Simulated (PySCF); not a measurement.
# UBLYP/cc-pVDZ run of CH5GeO (SMILES [CH3][GeH][OH])

What is the vertical doublet–quartet gap of CH5GeO at UBLYP/cc-pVDZ? Input form: a Python script.

Program for the calculation: PySCF 2.14.0.

2 further runs of the same task are left out: 2 set aside as unsound or not needed.

## (1) The molecule

CH5GeO: 8 atoms, total charge 0, spin state doublet. As SMILES, `[CH3][GeH][OH]`. The shape is that of a PBE0-D4/def2-TZVP optimisation. This is one conformer, not always the lowest.

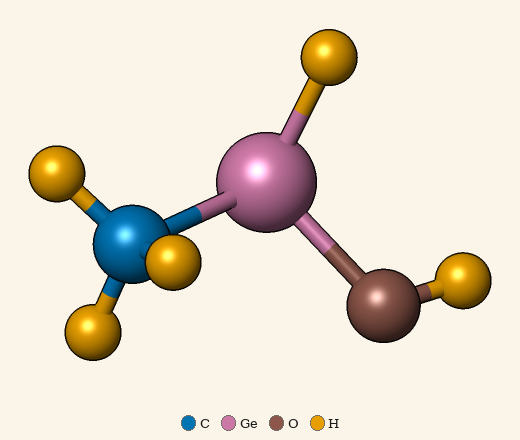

The structure, seen from a chosen angle (carbon blue, germanium pink, oxygen brown, hydrogen amber).

## (2) The energy at UBLYP/cc-pVDZ

The input, input.py:

```python
# [CH3][GeH][OH]
from pyscf import gto, dft

system = gto.Mole()
system.atom = '''
C   -0.669700   0.837400  -0.542800
Ge   0.882200  -0.278900  -0.139000
O    0.160100  -1.768900   0.546400
H   -0.349800   1.807700  -0.923500
H   -1.247600   0.978300   0.373300
H   -1.296000   0.347300  -1.287700
H    1.802100   0.357700   0.954000
H    0.810900  -2.337900   0.963600
'''
system.charge = 0
system.basis = 'cc-pvdz'
system.verbose = 3
system.spin = 1
system.max_memory = 1860
system.build()

mf = dft.UKS(system)
mf.xc = 'blyp'
mf.grids.level = 5
mf.conv_tol = 1e-10
mf.kernel()
if not mf.converged:
    mf = mf.newton().run(mf.mo_coeff, mf.mo_occ)

etot = mf.e_tot
print('Final energy', etot)
```

The run is started by

```
$ OMP_NUM_THREADS=1 python input.py
```

Log:

```text
WARN: HOMO -0.173494392965167 >= LUMO -0.173494392965165

converged SCF energy = -2193.29876553808  <S^2> = 0.75094953  2S+1 = 2.0009493
Final energy -2193.2987655380834
```

Wall time 33 s (1 thread of Arm Neoverse V1, shared host); peak memory 0.43 GiB.

## (3) The quartet

The input, input.py:

```python
from pyscf import gto, dft

mol = gto.M(
    atom=[
    ('C', (-0.669700, 0.837400, -0.542800)),
    ('Ge', (0.882200, -0.278900, -0.139000)),
    ('O', (0.160100, -1.768900, 0.546400)),
    ('H', (-0.349800, 1.807700, -0.923500)),
    ('H', (-1.247600, 0.978300, 0.373300)),
    ('H', (-1.296000, 0.347300, -1.287700)),
    ('H', (1.802100, 0.357700, 0.954000)),
    ('H', (0.810900, -2.337900, 0.963600)),
],
    verbose=4,
    max_memory=1860,
    basis='cc-pvdz',
    spin=3,
)

mf = dft.UKS(mol)
mf.xc = 'blyp'
mf.grids.level = 5
mf.conv_tol = 1e-10
mf.kernel()
if not mf.converged:
    mf = mf.newton().run(mf.mo_coeff, mf.mo_occ)

e_tot = mf.e_tot
print(f'total energy: {e_tot:.8f} hartree')
```

The run is started by

```
$ OMP_NUM_THREADS=1 python input.py
```

Log:

```text
PySCF version 2.14.0

[INPUT] num. atoms = 8
[INPUT] num. electrons = 51
[INPUT] charge = 0
[INPUT] spin (= nelec alpha-beta = 2S) = 3
[INPUT] symmetry False subgroup None
[INPUT] Mole.unit = angstrom
[INPUT] Symbol           X                Y                Z      unit          X                Y                Z       unit  Magmom
[INPUT]  1 C     -0.669700000000   0.837400000000  -0.542800000000 AA   -1.265549585621   1.582456656711  -1.025743340414 Bohr   0.0
[INPUT]  2 Ge     0.882200000000  -0.278900000000  -0.139000000000 AA    1.667116387091  -0.527044616141  -0.262671931315 Bohr   0.0
[INPUT]  3 O      0.160100000000  -1.768900000000   0.546400000000 AA    0.302545152543  -3.342736541743   1.032546354462 Bohr   0.0
[INPUT]  4 H     -0.349800000000   1.807700000000  -0.923500000000 AA   -0.661026198373   3.416057915376  -1.745162076036 Bohr   0.0
[INPUT]  5 H     -1.247600000000   0.978300000000   0.373300000000 AA   -2.357622313007   1.848719067662   0.705434762300 Bohr   0.0
[INPUT]  6 H     -1.296000000000   0.347300000000  -1.287700000000 AA   -2.449085057436   0.656301883061  -2.433400330602 Bohr   0.0
[INPUT]  7 H      1.802100000000   0.357700000000   0.954000000000 AA    3.405475449079   0.675955034757   1.802798722835 Bohr   0.0
[INPUT]  8 H      0.810900000000  -2.337900000000   0.963600000000 AA    1.532378914410  -4.417990706621   1.820940093631 Bohr   0.0

nuclear repulsion = 196.652706562558
number of shells = 31
number of NR pGTOs = 164
number of NR cGTOs = 80
basis = cc-pvdz
ecp = {}

******** <class 'pyscf.dft.uks.UKS'> ********
method = UKS
initial guess = minao
damping factor = 0
level_shift factor = 0
DIIS = <class 'pyscf.scf.diis.CDIIS'>
diis_start_cycle = 1
diis_space = 8
diis_damp = 0
SCF conv_tol = 1e-10
SCF conv_tol_grad = None
SCF max_cycles = 50
direct_scf = True
direct_scf_tol = 1e-13
number electrons alpha = 27  beta = 24
XC library pyscf.dft.libxc version 7.0.0
    S. Lehtola, C. Steigemann, M. J.T. Oliveira, and M. A.L. Marques.,  SoftwareX 7, 1–5 (2018)
XC functionals = blyp
    A. D. Becke.,  Phys. Rev. A 38, 3098 (1988)
    C. Lee, W. Yang, and R. G. Parr.,  Phys. Rev. B 37, 785 (1988)
    B. Miehlich, A. Savin, H. Stoll, and H. Preuss.,  Chem. Phys. Lett. 157, 200 (1989)
radial grids:
    Treutler-Ahlrichs [JCP 102, 346 (1995); DOI:10.1063/1.469408] (M4) radial grids

becke partition: Becke, JCP 88, 2547 (1988); DOI:10.1063/1.454033
pruning grids: <function nwchem_prune>
grids dens level: 5
symmetrized grids: False
atomic radii adjust function: <function treutler_atomic_radii_adjust>
small_rho_cutoff = 0
Set gradient conv threshold to 1e-05
tot grids = 248392
init E= -2192.75213191404
[... the frontier-level lines of each cycle are left out ...]


cycle= 1 E= -2192.79027626285  delta_E= -0.0381  |g|= 0.732  |ddm|= 2.15


cycle= 2 E= -2188.16961769357  delta_E= 4.62  |g|= 2.43  |ddm|= 6.88


cycle= 3 E= -2192.93335975106  delta_E= -4.76  |g|= 0.357  |ddm|= 6.86


cycle= 4 E= -2192.6342336909  delta_E= 0.299  |g|= 0.761  |ddm|= 4.09


cycle= 5 E= -2192.96426896363  delta_E= -0.33  |g|= 0.354  |ddm|= 3.49


cycle= 6 E= -2193.03710735868  delta_E= -0.0728  |g|= 0.155  |ddm|= 0.72


cycle= 7 E= -2193.03530797374  delta_E= 0.0018  |g|= 0.147  |ddm|= 0.221


cycle= 8 E= -2193.05189795594  delta_E= -0.0166  |g|= 0.0212  |ddm|= 0.27


cycle= 9 E= -2193.05188730185  delta_E= 1.07e-05  |g|= 0.0233  |ddm|= 0.0829


cycle= 10 E= -2193.05228943802  delta_E= -0.000402  |g|= 0.0022  |ddm|= 0.0376


cycle= 11 E= -2193.05229137588  delta_E= -1.94e-06  |g|= 0.00161  |ddm|= 0.00983


cycle= 12 E= -2193.0522920053  delta_E= -6.29e-07  |g|= 0.00136  |ddm|= 0.00206


cycle= 13 E= -2193.0522930427  delta_E= -1.04e-06  |g|= 0.000541  |ddm|= 0.00163


cycle= 14 E= -2193.05229319145  delta_E= -1.49e-07  |g|= 0.000258  |ddm|= 0.000596


cycle= 15 E= -2193.05229323334  delta_E= -4.19e-08  |g|= 5.65e-05  |ddm|= 0.000316


cycle= 16 E= -2193.05229323506  delta_E= -1.73e-09  |g|= 3.66e-05  |ddm|= 0.000165


cycle= 17 E= -2193.05229323602  delta_E= -9.61e-10  |g|= 9.16e-06  |ddm|= 9.43e-05


cycle= 18 E= -2193.0522932361  delta_E= -7.23e-11  |g|= 2.32e-06  |ddm|= 1.87e-05


Extra cycle  E= -2193.052293236  delta_E= 9.69e-11  |g|= 1.2e-05  |ddm|= 1.86e-05
converged SCF energy = -2193.052293236  <S^2> = 3.7536762  2S+1 = 4.0018377
total energy: -2193.05229324 hartree
```

It took 48 s on 1 thread of Arm Neoverse V1, shared host; peak memory 0.43 GiB.

## (4) What came out

Level: UBLYP/cc-pVDZ.

```
                                        quantity           value
                           doublet: total energy  -2193.29877 Eh
                          doublet: dipole moment          0.56 D
     doublet: HOMO energy (highest over α and β)        -4.13 eV
      doublet: LUMO energy (lowest over α and β)        -3.10 eV
                                   doublet: ⟨S²⟩           0.751
                           quartet: total energy  -2193.05229 Eh
                          quartet: dipole moment          1.60 D
     quartet: HOMO energy (highest over α and β)        -0.65 eV
                                   quartet: ⟨S²⟩           3.754
vertical energy of the quartet above the doublet        6.707 eV
```

In words: At this shape the quartet lies 6.71 eV (647 kJ/mol) above the doublet.
